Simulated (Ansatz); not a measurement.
**C$_{3}$H$_{8}$Cl$_{3}$NZr: density, localisation and related maps**

```xyz
16

C     0.9796    1.0896    0.3620
C     0.5246   -0.3194    0.6971
C     1.4584   -1.3624    0.1038
N    -0.8417   -0.5255    0.2286
Zr   -2.1224    0.5888   -0.8025
Cl   -2.5932    2.5464    0.4086
Cl   -1.1516    1.1587   -2.8650
Cl   -4.0157   -0.7558   -1.0700
H     0.3241    1.8390    0.8131
H     1.0014    1.2435   -0.7217
H     1.9890    1.2639    0.7381
H     0.5297   -0.4278    1.7906
H     2.4727   -1.2357    0.4901
H     1.1288   -2.3746    0.3513
H     1.4872   -1.2692   -0.9848
H    -1.1710   -1.4594    0.4606
```

Geometry: PBE0-D4/def2-TZVP; core potentials replace the inner electrons of Zr.

Theory: Ansatz 0.2.0, RKS PBE0-D4/def2-TZVPP.

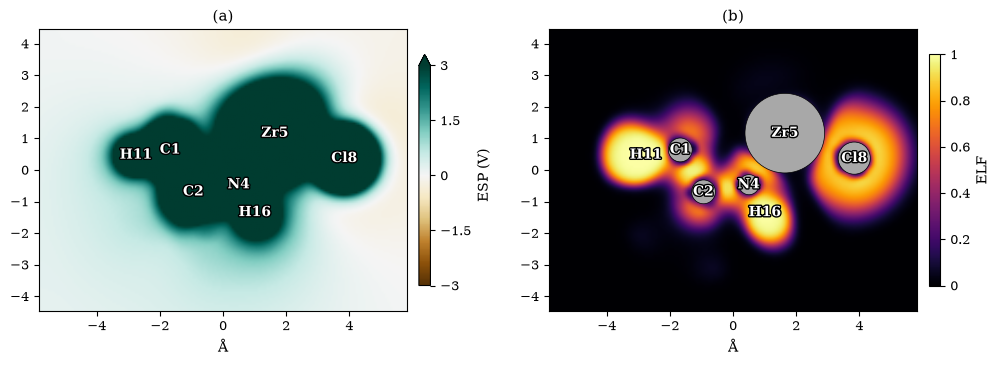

Figure 1. (a) molecular electrostatic potential; (b) ELF on the plane of atoms N4, Zr5 and H16. Grey discs cover the atomic cores in the ELF map.

**What does the map show?**

- The section cuts through C, N, Zr, Cl and H sites.
- C–N (1.46 Å): the ELF peaks at about 0.90 between the atoms: a shared electron pair.
- C–C (1.52 Å): the ELF peaks at about 0.95 between the atoms; a shared electron pair.
- Zr–N (1.99 Å): the ELF peaks at about 0.85 in the valence shell of N, 0.6 Å from its nucleus, and drops to about 0.30 between the two atoms.
- Zr–Cl (2.34 Å): the ELF peaks at about 0.85 in the valence shell of Cl, 0.8 Å from its nucleus, and is about 0.35 at the midpoint.
- N–H (1.02 Å): the ELF climbs to about 1 towards the hydrogen, as it does in any bond to H (a covalent bond by its length).
- Outside the dense part of the molecule the potential is most negative (−0.3 V) near Cl6, which lies off the plane.

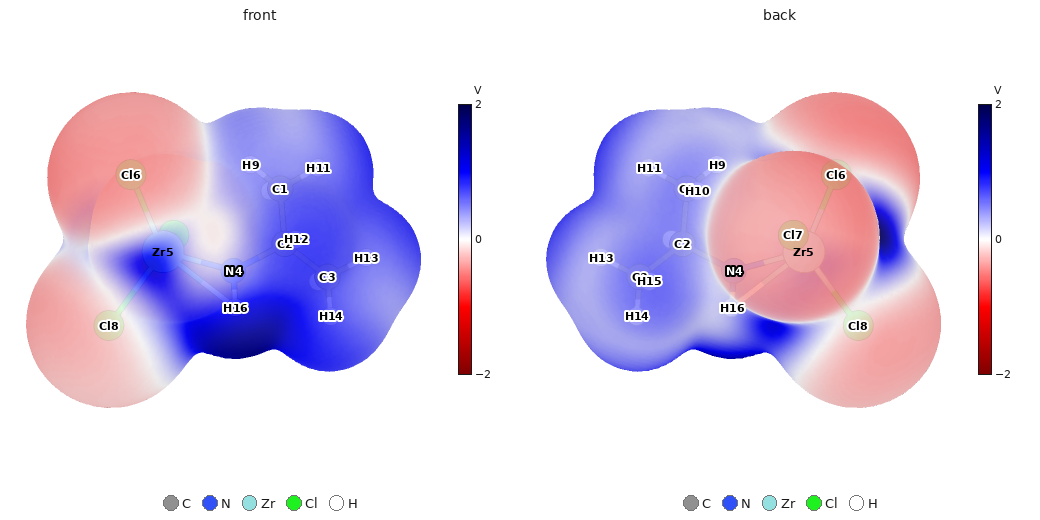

Figure 2. The electrostatic potential painted on the density surface at 0.001 e/bohr³, seen from the front and from behind; red is negative and blue positive.

**Which sites attract a positive test charge, and which a negative one?**

A positive charge is drawn to the negative regions and a negative charge to the positive ones. The most negative region (about −0.5 V) lies over Cl6 and Cl7, the most positive (about +1.7 V) over Zr5 and H16.

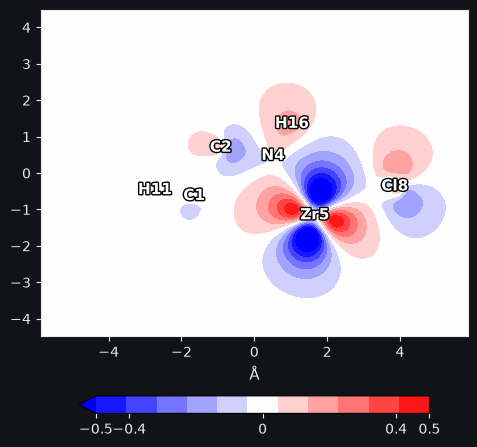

Figure 3. The LUMO on the plane of atoms C2, N4 and Zr5 (values in Å⁻³ᐟ²; the overall sign is arbitrary).

**What is the character of this orbital?**

By Hirshfeld shares it lies mainly on Zr5 (about 65 %), Cl8 (about 10 %), Cl6 (about 5 %) and Cl7 (about 5 %). Its energy is −2.03 eV.

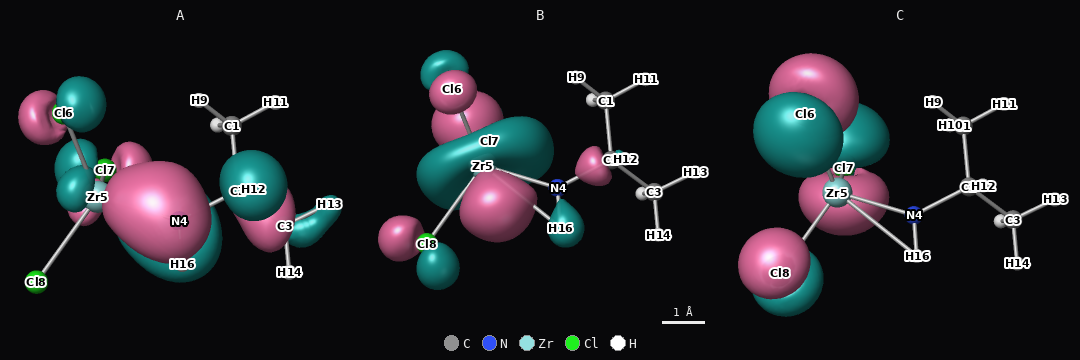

Figure 4. Three frontier orbitals at ±0.1 Å⁻³ᐟ² (teal and pink are the two phases), in no order.

**Which picture is the HOMO−1, the HOMO and the LUMO?**

C is the HOMO−1 (−9.13 eV). Its weight (Hirshfeld) is mainly on Cl6 (about 40 %), Cl7 (about 40 %) and Cl8 (about 15 %); largely a combination of lone pairs on Cl6, Cl7 and Cl8. A is the HOMO (−7.69 eV). Its weight (Hirshfeld) is mainly on N4 (about 50 %), Zr5 (about 15 %), C2 (about 10 %) and Cl6 (about 5 %). B is the LUMO (−2.03 eV). By Hirshfeld shares it lies mainly on Zr5 (about 65 %), Cl8 (about 10 %), Cl6 (about 5 %) and Cl7 (about 5 %).

**What is the HOMO–LUMO gap?**

5.66 eV between the orbital energies.
